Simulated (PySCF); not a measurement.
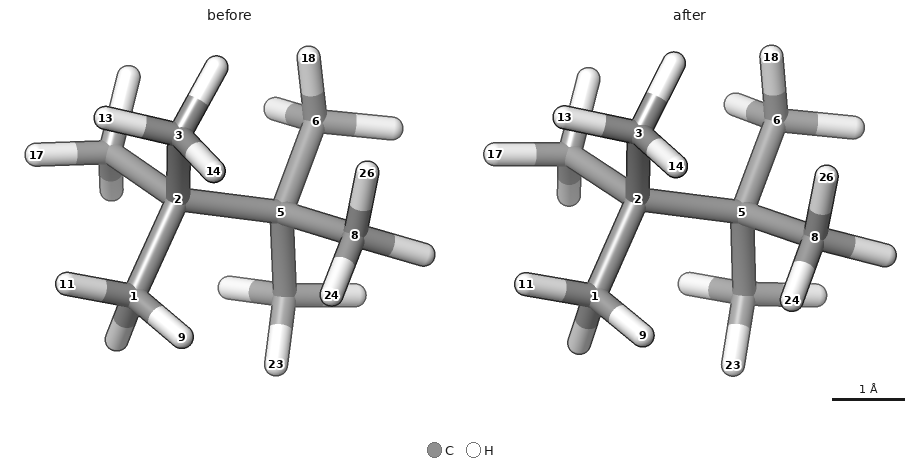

The structure of C$_{8}$H$_{18}$ before (left) and after (right) a relaxation, at one scale.

A stick model, seen at a tilt.

The start comes from GFN2-xTB.

Computed with PBE0-D3(BJ)/def2-SVP geometry optimisation, gas phase (PySCF 2.14.0, density-fitted response routines). 

> Describe what moved and what it gained.

The atom that moves furthest after the best rigid fit is an H atom (0.081 Å). By element the largest moves are H 0.081 Å, C 0.035 Å. Some distances before and after: C–C 1.565 → 1.578 Å, C–H 1.088 → 1.101 Å. Over 5 geometry steps the energy falls by 0.068 eV. Largest force component: 0.56 eV/Å at the start, 0.017 eV/Å at the end.
